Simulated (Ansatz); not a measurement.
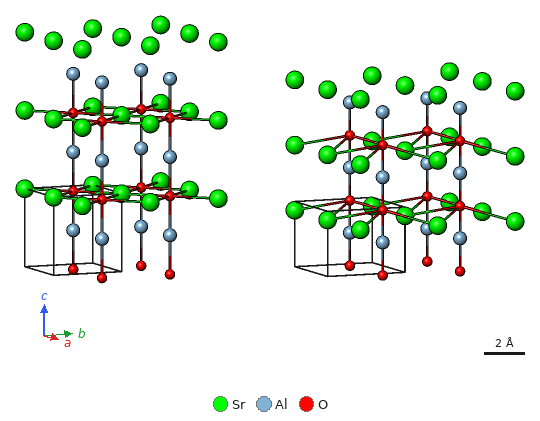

Two geometries of a crystal of SrAlO (a generated structure, set up in P4mm) (coarse preliminary run), drawn at one scale. One is the start of a relaxation, the other its converged end. The picture is a ball-and-stick view of the cell of the calculation, repeated 2 × 2 × 3 with one cell outlined, seen slightly off an axis.

Method: DFT PBE, scalar-relativistic, plane waves, PAW in Ansatz. Set-up: plane-wave cutoff 420 eV; k-point mesh 4 × 4 × 6; occupations gaussian; smearing width 0.1 eV; no spin polarisation; cell and atoms relaxed; force threshold 0.04 eV/Å; at most 70 steps.

Which one is relaxed?

Answer. The left one is the relaxed one. The atom that moves furthest relative to the cell is the Sr atom (0.52 Å along +c). Largest moves by element: Sr 0.52 Å, Al 0.27 Å, O 0.25 Å. Cell: a = b 4.254 → 3.736 Å (−12.2 %), c 3.326 → 3.993 Å (+20.1 %). Volume −7.4 %. Some distances before and after: Sr–Sr 3.326 → 3.993 Å, O–Sr 3.075 → 2.642 Å, Al–O 1.642 → 1.997 Å, Al–O 1.683 → 1.996 Å. Bond angles that change, for instance: O–Sr–O 156.0° → 180.0°, Sr–O–Sr 156.0° → 180.0°, Sr–O–Al 78.0° → 90.0°. The space group (tolerance 0.01 Å) goes from P4mm (No. 99) to P4/mmm (No. 123). The energy falls by 1.986 eV per cell of the calculation in 7 accepted moves (9 points after the start). Largest force component: 2.2 eV/Å at the start, 0.00013 eV/Å at the end. Pressure: 14.23 GPa at the start and 0.11 GPa at the end. The SCF was repeated twice at an unchanged geometry on a basis and grid sized afresh for the cell, which shifted the energy by 42.7 meV per cell of the calculation at most.
